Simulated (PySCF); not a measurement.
**BF3, SMILES `FB(F)F`: what the electrons do**

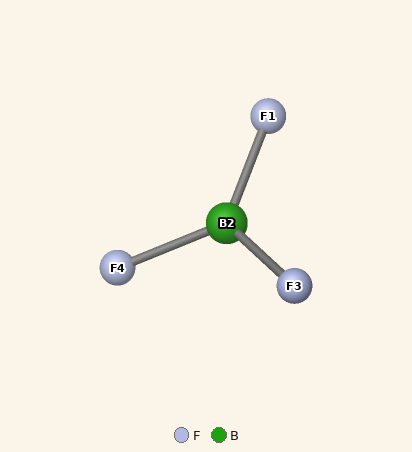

The molecule, with its atoms numbered as below. No frequency check shows the geometry to be a minimum.

Coordinates in Å:

```
F1      -1.2997   -0.0422    0.0000
B2       0.0000    0.0000    0.0000
F3       0.6133    1.1467    0.0000
F4       0.6864   -1.1045    0.0000
```

Part 1: Bonding charge

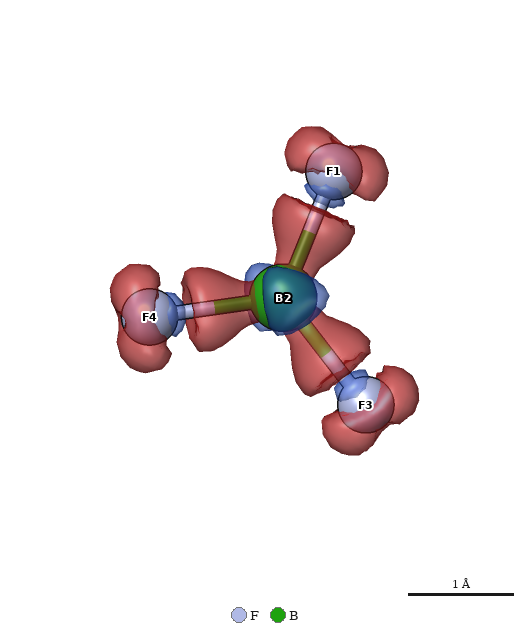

Deformation density (molecule less spherical, spin-averaged free atoms at the same positions), surfaces at ±0.18 e/Å³; red: gain, blue: loss.

PySCF calculation, PBE0/def2-TZVP, gas phase; geometry: GFN2-xTB.

Q: Describe the bonding that the map shows.

A: B2–F3, B2–F4 and F1–B2: +0.35 e/Å³ at the bond critical point (bond length 1.30 Å, Mayer order 1.2). In all, 0.9 electrons gather in the regions of gain relative to the promolecule.

Q: Where do the Hirshfeld charges lie?

A: The highest Hirshfeld charge is on B2 (+0.41 e), the lowest on F1, F3 and F4 (−0.14 e).

```tsv
atom	charge (e)
F1	−0.14
B2	+0.41
F3	−0.14
F4	−0.14
```

Part 2: Local ionisation energy

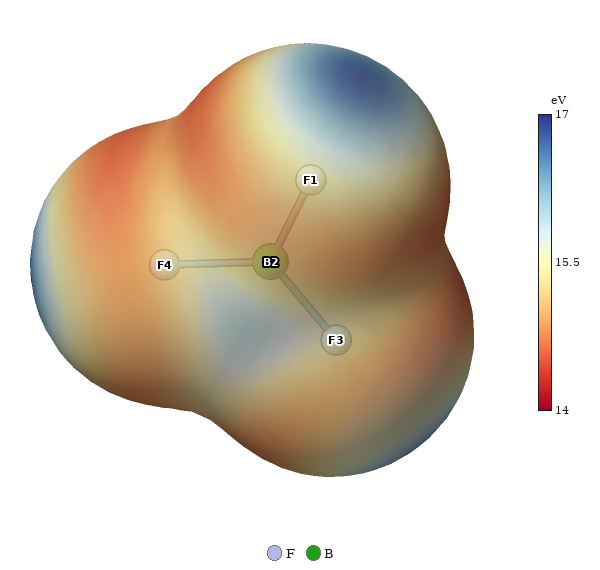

Average local ionisation energy on the surface of electron density 0.001 a.u.

Q: Locate the minima of the map.

A: The lowest value is 14.6 eV, 1.7 Å from F1, and at like points elsewhere. For comparison, the highest occupied orbital lies at −12.2 eV.

Part 3: In an electric field

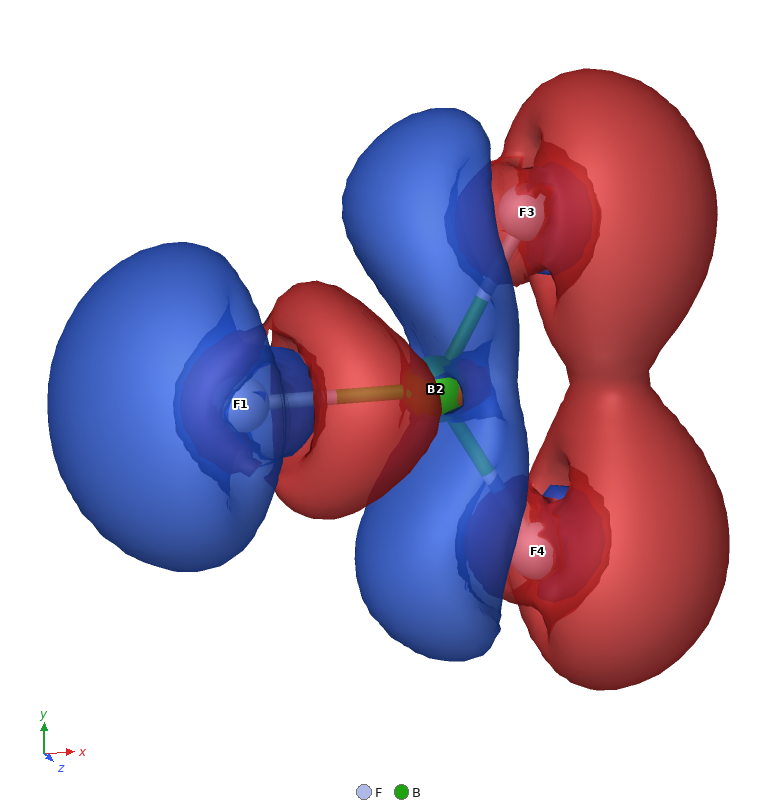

Change of the electron density in a uniform field of 0.21 V/Å, surfaces at ±0.0008 e/Å³ (blue: gain, red: loss).

Computed with PySCF, PBE0/def2-TZVP, geometry: GFN2-xTB. A basis without diffuse functions makes polarisabilities too small.

Q: Along which Cartesian direction does the field point?

A: Along +x: electrons gather on the −x side, against the field.

Q: What dipole is induced, and what polarisability does it imply?

A: The induced dipole is 0.16 D (along the field); α along this axis, from the fields in both directions, is 15 bohr³ (2.3 Å³).

Q: Which atoms gain and lose the most charge?

A: Electrons gather most on F1 (Hirshfeld charge changes by −0.008 e) and leave F3 and F4 alike most (+0.004 e); 0.019 electrons are displaced in all.

Part 4: Removing or adding an electron

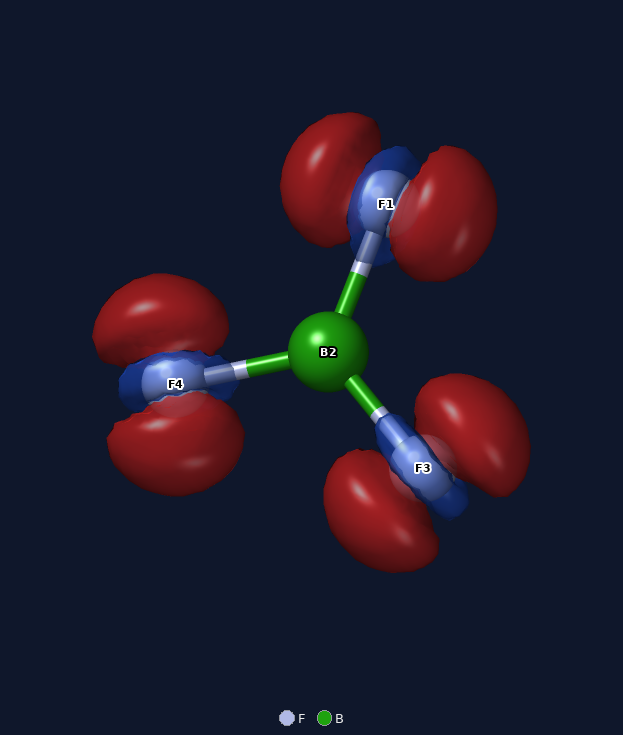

Fukui function f⁻ = ρ(N) − ρ(N−1) at fixed geometry, surfaces at ±0.06 e/Å³ (red positive, blue negative).

Q: On which atoms does the density change most on removal of an electron?

A: f⁻ (Hirshfeld-condensed) is largest on F1, F3 and F4 (0.28 each) and B2 (0.16); the vertical ionisation energy is 15.25 eV. Condensed values hint at sites of electrophilic attack but needn't mark the atom that reacts. Orbital relaxation makes it negative in places (0.14 e in all).
